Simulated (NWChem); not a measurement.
**SnGeH4Cl (SMILES [Cl][SnH][GeH3]) at 3 levels**

Wanted: a comparison of 3 runs (UHF/STO-3G, UHF/3-21G, UPBE0/def2-SVPD) of SnGeH4Cl. 

The results are computed with NWChem 7.3.0.

**1. The system as given**

SnGeH4Cl: 7 atoms, total charge 0, spin state doublet. As SMILES, `[Cl][SnH][GeH3]`. Geometry: relaxed at PBE0-D4/def2-TZVP.

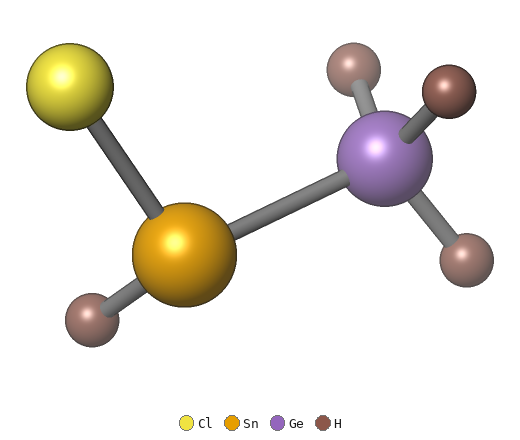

Viewed from a chosen angle; chlorine yellow, tin amber, germanium purple, hydrogen brown.

**2. Energy and forces at UHF/STO-3G (run 1)**

clgeh4sn.nw reads:

```
start clgeh4sn
title "ClGeH4Sn hf"
memory total 2200 mb

geometry units angstroms noautosym nocenter noautoz
Cl    -2.597600    -1.374900     0.079300
Sn    -0.302300    -1.419700     0.607500
Ge     0.542500     0.999900     0.004300
H      0.308100    -2.661000    -0.430800
H      0.264100     1.296700    -1.478000
H     -0.205200     2.002700     0.891500
H      2.051600     1.088200     0.280500
end

basis spherical bse
* library STO-3G
end

scf
doublet
uhf
thresh 1e-08
maxiter 80
end

task scf gradient
```

Started as:

```bash
$ nwchem clgeh4sn.nw > clgeh4sn.out
```

Log:

```text
[...]
  functions       =    58
[...]
  wavefunction    = UHF
[...]
         Total SCF energy =  -8472.045838944658
      One electron energy = -13103.047508944699
      Two electron energy =   3959.664209800859
 Nuclear repulsion energy =    671.337460199182
                       Sz =      0.5000
                 Sz(Sz+1) =      0.7500
                      S^2 =      0.7524
[...]
                         UHF ENERGY GRADIENTS
    atom               coordinates                        gradient
                 x          y          z           x          y          z
   1 Cl     -4.908752  -2.598184   0.149855   -0.005462   0.001299  -0.002130
   2 Sn     -0.571264  -2.682844   1.148009   -0.007305   0.009381   0.024100
   3 Ge      1.025176   1.889537   0.008126   -0.007142  -0.015279   0.003583
   4 H       0.582225  -5.028561  -0.814094    0.009990  -0.023833  -0.018752
   5 H       0.499077   2.450408  -2.793015   -0.008728   0.005361  -0.039617
   6 H      -0.387772   3.784554   1.684691   -0.021361   0.023623   0.024549
   7 H       3.876962   2.056400   0.530068    0.040008  -0.000552   0.008267
[...]
```

It took 17 s on 1 thread of Intel Xeon Platinum 8375C at 2.90GHz (Ice Lake), shared host; peak memory 0.099 GiB.

**3. Energy and forces at UHF/3-21G (run 2)**

run.py reads:

```python
from ase import Atoms
from ase.calculators.nwchem import NWChem

atoms = Atoms(['Cl', 'Sn', 'Ge', 'H', 'H', 'H', 'H'], positions=[
    [-2.597600, -1.374900, 0.079300],
    [-0.302300, -1.419700, 0.607500],
    [0.542500, 0.999900, 0.004300],
    [0.308100, -2.661000, -0.430800],
    [0.264100, 1.296700, -1.478000],
    [-0.205200, 2.002700, 0.891500],
    [2.051600, 1.088200, 0.280500],
])

calc = NWChem(
    label='geom',
    theory='scf',
    memory='2200 mb',
    basis='3-21G',
    basispar='spherical bse',
    scf={'nopen': '1', 'uhf': None, 'thresh': '1e-08', 'maxiter': '80', 'print': 'low'},
)
atoms.calc = calc

forces = atoms.get_forces()
print("Total energy (eV):", round(atoms.get_potential_energy(), 6))
print("forces (eV/A):")
for s, f in zip(atoms.symbols, forces):
    print(f"{s:2s} {f[0]:10.5f} {f[1]:10.5f} {f[2]:10.5f}")
```

Started as:

```bash
$ export ASE_NWCHEM_COMMAND="nwchem PREFIX.nwi > PREFIX.nwo"
$ python run.py
```

Log:

```text
Total energy (eV): -231874.982577
forces (eV/A):
Cl   -1.47874   -0.00905   -0.27722
Sn    1.18055   -0.23520    0.38582
Ge    0.18908    0.47956   -0.10305
H     0.11025   -0.14486   -0.05919
H     0.00381   -0.04381    0.04844
H     0.01635   -0.02859   -0.00149
H    -0.02134   -0.01810    0.00668
```

The calculator wrote geom.nwi:

```
title "geom"

permanent_dir geom

scratch_dir geom

start geom

geometry units angstrom nocenter noautosym noautoz
  Cl -2.5975999999999999e+00 -1.3749000000000000e+00 7.9299999999999995e-02
  Sn -3.0230000000000001e-01 -1.4197000000000000e+00 6.0750000000000004e-01
  Ge 5.4249999999999998e-01 9.9990000000000001e-01 4.3000000000000000e-03
  H  3.0809999999999998e-01 -2.6610000000000000e+00 -4.3080000000000002e-01
  H  2.6410000000000000e-01 1.2967000000000000e+00 -1.4780000000000000e+00
  H  -2.0519999999999999e-01 2.0026999999999999e+00 8.9149999999999996e-01
  H  2.0516000000000001e+00 1.0882000000000001e+00 2.8050000000000003e-01
end

memory 2200 mb

basis spherical bse noprint
   * library 3-21G
end

scf
  nopen 1
  uhf
  thresh 1e-08
  maxiter 80
  print low
end

task scf gradient
```

geom.nwo:

```text
Northwest Computational Chemistry Package (NWChem) 7.3.0
             --------------------------------------------------------

           Job information
           ---------------

    nwchem branch   = 7.3.0
    use scalapack   = T
    input           = geom.nwi
    prefix          = geom.
    data base       = geom/geom.db
    status          = startup
    nproc           =        1

           Memory information
           ------------------

    heap     =     72089594 doubles =      550.0 Mbytes
    stack    =     72089599 doubles =      550.0 Mbytes
    global   =    144179200 doubles =     1100.0 Mbytes (distinct from heap & stack)
    total    =    288358393 doubles =     2200.0 Mbytes
    verify   = yes
    hardfail = no

[... 40 lines left out ...]
            Nuclear Dipole moment (a.u.)
[... 71 lines left out ...]
       Final UHF  results
[... 2 lines left out ...]
         Total SCF energy =  -8521.248508607538
      One electron energy = -13132.508950926785
      Two electron energy =   3939.922982120067
 Nuclear repulsion energy =    671.337460199182
[... 5 lines left out ...]
        Time for solution =     13.0s

                              NWChem Gradients Module
                              -----------------------

                         UHF ENERGY GRADIENTS

    atom               coordinates                        gradient
                 x          y          z           x          y          z
   1 Cl     -4.908752  -2.598184   0.149855    0.028757   0.000176   0.005391
   2 Sn     -0.571264  -2.682844   1.148009   -0.022958   0.004574  -0.007503
   3 Ge      1.025176   1.889537   0.008126   -0.003677  -0.009326   0.002004
   4 H       0.582225  -5.028561  -0.814094   -0.002144   0.002817   0.001151
   5 H       0.499077   2.450408  -2.793015   -0.000074   0.000852  -0.000942
   6 H      -0.387772   3.784554   1.684691   -0.000318   0.000556   0.000029
   7 H       3.876962   2.056400   0.530068    0.000415   0.000352  -0.000130

 Task  times  cpu:       19.0s     wall:       19.0s
 Total times  cpu:       19.0s     wall:       19.0s
```

Wall time 20 s (1 thread of Intel Xeon Platinum 8375C at 2.90GHz (Ice Lake), shared host); peak memory 0.098 GiB.

**4. Energy and forces at UPBE0/def2-SVPD (core potential) (run 3)**

calc.nw reads:

```
echo
start calc
title "ClGeH4Sn PBE0"
memory 2200 mb
charge 0

geometry units angstrom noautosym nocenter noautoz
 Cl      -2.597600      -1.374900       0.079300
 Sn      -0.302300      -1.419700       0.607500
 Ge       0.542500       0.999900       0.004300
 H        0.308100      -2.661000      -0.430800
 H        0.264100       1.296700      -1.478000
 H       -0.205200       2.002700       0.891500
 H        2.051600       1.088200       0.280500
end

basis spherical bse
 Cl library def2-SVPD
 Sn library def2-SVPD
 Ge library def2-SVPD
 H library def2-SVPD
end

ecp bse
 Sn library def2-SVPD
end

dft
 xc pbe0
 mult 2
 grid fine
 convergence energy 1e-08
 iterations 100
 mulliken
 print medium
end

task dft gradient
```

Started as:

```bash
$ nwchem calc.nw > calc.out
```

Log:

```text
[...]
          Wavefunction type:  spin polarized.
          No. of atoms     :     7
          No. of electrons :    75
[...]
          Charge           :     0
          Spin multiplicity:     2
[...]
          AO basis - number of functions:   129
[...]
              XC Information
              --------------
                         PBE0 Method XC Functional
                     Hartree-Fock (Exact) Exchange  0.250
          PerdewBurkeErnzerhof Exchange Functional  0.750
            Perdew 1991 LDA Correlation Functional  1.000 local
           PerdewBurkeErnz. Correlation Functional  1.000 non-local
[...]
 d= 0,ls=0.0,diis     1  -2753.0589514066 -3.12D+03  5.77D-03  7.98D-02     7.7
[...]
 d= 0,ls=0.0,diis    11  -2753.1118141535 -9.88D-10  1.18D-07  1.18D-10    69.8
[...]
         Total DFT energy =    -2753.111814153457
      One electron energy =    -4632.577691504821
           Coulomb energy =     1642.999607570735
    Exchange-Corr. energy =     -126.422139425678
 Nuclear repulsion energy =      362.888409206306
[...]
      Total Density - Mulliken Population Analysis
     ---------------------------------------------
    Atom       Charge   Shell Charges
 -----------   ------   -------------------------------------------------------
    1 Cl  17    17.62   2.00  1.98  1.27  0.70  0.08  5.93  2.12  3.21  0.28  0.01  0.02
    2 Sn  22    21.25   0.43  1.60  1.22  0.14 -0.03  2.76  3.25  1.34  0.43  9.71  0.43 -0.01
    3 Ge  32    32.40   2.00  2.00  1.99  1.21  0.40 -0.02  6.00  5.98  1.42  1.27  8.09  1.81  0.19  0.06
    4 H    1     1.03   0.67  0.33  0.01  0.02
    5 H    1     0.90   0.70  0.20  0.01 -0.02
    6 H    1     0.90   0.71  0.20  0.01 -0.02
    7 H    1     0.90   0.71  0.20  0.01 -0.02
[...]
      <S2> =      0.7525 (Exact =     0.7500)
[...]
  wavefunction    = open shell
                         DFT ENERGY GRADIENTS
    atom               coordinates                        gradient
                 x          y          z           x          y          z
   1 Cl     -4.908752  -2.598184   0.149855    0.010717  -0.000011   0.002490
   2 Sn     -0.571264  -2.682844   1.148009   -0.009725   0.000171  -0.003852
   3 Ge      1.025176   1.889537   0.008126   -0.000212  -0.001022   0.000305
   4 H       0.582225  -5.028561  -0.814094   -0.000470   0.001214   0.001031
   5 H       0.499077   2.450408  -2.793015    0.000041  -0.000094   0.000472
   6 H      -0.387772   3.784554   1.684691    0.000198  -0.000319  -0.000320
   7 H       3.876962   2.056400   0.530068   -0.000549   0.000062  -0.000127
[...]
```

Run time: 97 s. Hardware: 1 thread of Intel Xeon Platinum 8375C at 2.90GHz (Ice Lake), shared host; peak memory 0.14 GiB.

**5. Overview of the runs**

| run | level | iteration cap | module | energy (Eh) | dipole moment (D) | HOMO energy (eV) | LUMO energy (eV) | wall time |
| --- | --- | --- | --- | --- | --- | --- | --- | --- |
| 1 | UHF/STO-3G | 80 | scf | -8472.045839 | 4.08 | -6.24 | 3.76 | 17 s |
| 2 | UHF/3-21G | 80 | scf | -8521.248509 | – | – | – | 20 s |
| 3 | UPBE0/def2-SVPD (core potential) | 100 | dft | -2753.111814 | 2.84 | -6.33 | -3.63 | 97 s |

**6. What came out**

| quantity | value |
| --- | --- |
| run 3: total energy | -2753.11181 Eh |
| run 3: dipole moment | 2.84 D |
| run 3: HOMO energy (highest over α and β) | -6.33 eV |
| run 3: LUMO energy (lowest over α and β) | -3.63 eV |
| run 3: ⟨S²⟩ | 0.752 |
| run 3: largest force on an atom | 0.566 eV/Å |

**Reading.** Some runs of one species differ in core potentials or relativity; totals across that change don't compare. In run 1 the basis is minimal, so the values are rough. In runs 1, 2 relativity is left out where basis or elements ask for it. All runs together took 2.2 min, the longest 97 s.
